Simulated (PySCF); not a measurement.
```csv
atom,x (Å),y (Å),z (Å)
F,-1.2349,1.7591,0.3625
C,-1.9224,0.6138,0.2471
F,-2.7483,0.5604,1.3068
F,-2.7060,0.7451,-0.8334
C,-1.0171,-0.6014,0.1692
C,-0.1225,-0.4981,-1.0316
C,1.1726,-0.2220,-0.9797
Si,2.2022,0.0916,0.5724
H,-0.4399,-0.6403,1.0930
H,-1.6628,-1.4804,0.1016
H,-0.6314,-0.6401,-1.9784
H,1.6953,-0.1599,-1.9257
H,1.7210,1.2895,1.2593
H,3.5922,0.2604,0.1506
H,2.0974,-1.0698,1.4646
```

Geometry: GFN2-xTB.

Theory: KT3/pcSseg-1, SCF density, in a acetonitrile solvent model, non-relativistic in PySCF 2.14.0.

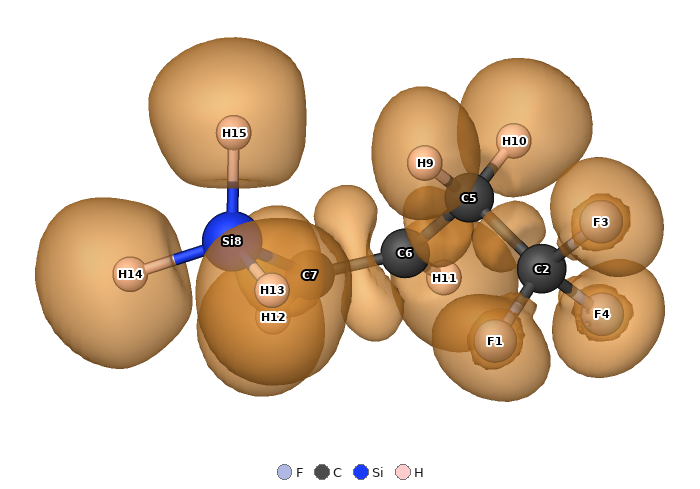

C$_{4}$H$_{7}$F$_{3}$Si (SMILES FC(F)(F)C/C=C\[SiH3]). Isosurface of the electron localisation function at 0.75 (orange), seen from one side. Only the valence region is drawn (cores and ρ < 0.01 e/Å³ removed).

> Where are the electrons localised?

The ELF exceeds this value in three regions between bonded C–C atoms (shared pairs), one region between bonded C–Si atoms (shared pairs), seven regions around hydrogen nuclei and three regions on F in which the atom's valence shell and bonds are merged.

Values along the shortest contacts:
C–C (1.33 Å): the ELF peaks at about 0.95 between the atoms: a multiple bond. C–F (1.34 Å): the ELF peaks at about 0.80 between the atoms, as expected for a polar covalent bond.
